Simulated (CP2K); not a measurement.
Consider 2-methyloxazole at its PBE geometry (Å).

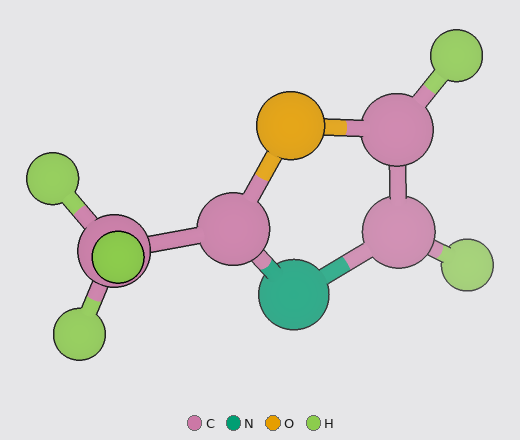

The molecule (carbon pink, nitrogen teal, oxygen orange, hydrogen green).

```xyz
11

C    -1.8473   -0.0683    0.2279
C    -0.3683   -0.0926    0.1043
N     0.4825   -0.9502    0.6006
C     1.7319   -0.5024    0.1701
C     1.5767    0.6233   -0.5756
O     0.2263    0.9102   -0.6361
H    -2.1673   -0.9360    0.8125
H    -2.1918    0.8480    0.7280
H    -2.3252   -0.1056   -0.7613
H     2.6445   -1.0266    0.4307
H     2.2380    1.3001   -1.1010
```

Method: CP2K XAS_TDP, all-electron GAPW, PBEh(45%), aug-cc-pVDZ, TDA, GW2X-corrected core level, no relativity.

Q: Where do the C K-edge lines lie, and how strong are they?

Leading lines: C1 291.56 eV, C2 288.87 eV, C4 288.34 eV and C5 288.66 eV. The leading line of an atom is its first one with 35 % of the strongest within 2.5 eV of its lowest line over the strength cut. Core ionisation energies at this level: C2 294.28, C4 292.63, C1 292.81 and C5 293.39 eV.

The first six lines of each atom with a strength over 0.0015:

```
                     atom  energy (eV)  states  strength, one atom  above the computed threshold
 C1 (bonded to C and 3 H)       290.28       1              0.0028                              
                                290.69       1              0.0043                              
                                291.56       1              0.0236                              
                                291.68       1              0.0182                              
                                292.69       1              0.0018                              
                                293.03       1              0.0120                           yes
C2 (bonded to C, N and O)       288.87       1              0.0621                              
                                292.60       1              0.0022                              
                                293.43       1              0.0033                              
                                293.56       1              0.0196                              
                                293.89       1              0.0079                              
                                294.09       1              0.0026                              
C4 (bonded to C, N and H)       288.34       1              0.0495                              
                                290.70       1              0.0056                              
                                290.89       1              0.0096                              
                                291.55       1              0.0015                              
                                291.85       1              0.0020                              
                                292.61       1              0.0050                              
C5 (bonded to C, O and H)       288.66       1              0.0512                              
                                291.42       1              0.0168                              
                                291.95       1              0.0126                              
                                292.26       1              0.0023                              
                                292.58       1              0.0041                              
                                292.83       1              0.0084
```

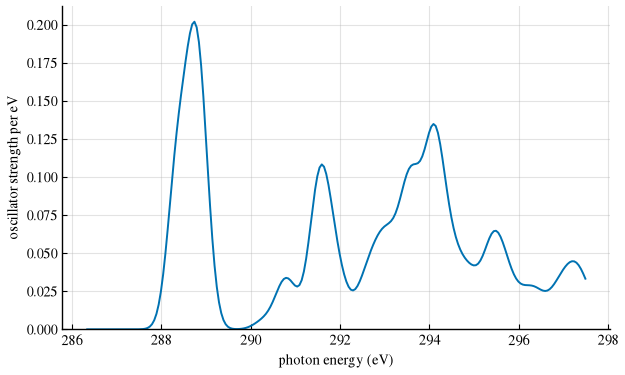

All atoms added, broadened by 0.5 eV.

Lines are vertical, at one geometry, with no vibrational structure. GW2X ionisation energies and lines can be off by 1 to 2 eV either way, and a good line position may hide errors that cancel. These values hold no scalar relativity, about 0.1 eV for C 1s. Rydberg lines, and the discretised continuum above threshold, depend on the basis and the box.

[Banner, clock and machine lines of the logs are left out without a mark of their own.]

[Logs are printed without paths, hosts, clocks, repeated set-up lines and the standing remarks that a program may print on its own settings, such as how far it seeks lower states.]

[Hosts, paths, dates, database ids (printed as entryN), source tags and the programs' standing remarks are cut or masked in the printed files.]
